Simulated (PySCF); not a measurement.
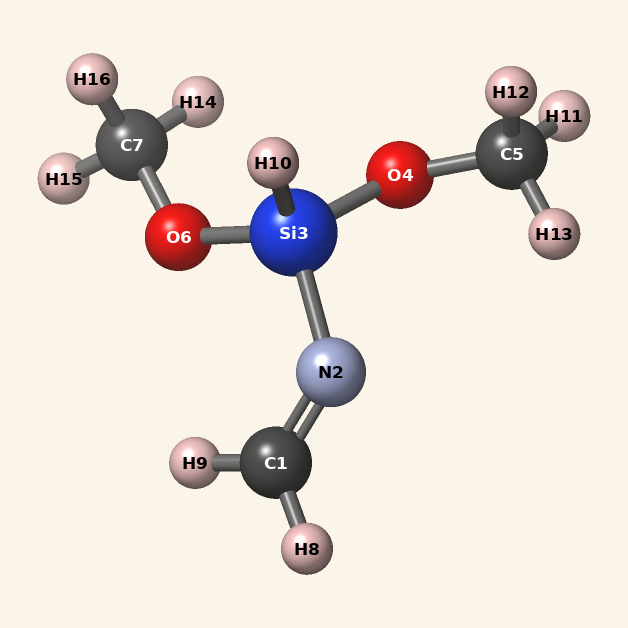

Computed geometry: PBE0-D3(BJ)/def2-SVP optimisation. No frequency run is at hand to confirm it as a minimum. Method: delta-SCF UKS SCAN, pcX-2 on the ionised atom, pcseg-1 elsewhere, spin-free X2C (PySCF 2.14.0).

Give the core-electron binding energies (to vacuum; p and d levels without spin–orbit splitting) of C1 1s, N2 1s, Si3 1s, Si3 2p, O4 1s, C5 1s.

```
atom  level  binding energy (eV)
  C1     1s                292.1
  N2     1s                404.4
 Si3     1s               1847.6
 Si3     2p                107.7
  O4     1s                537.9
  C5     1s                292.3
```
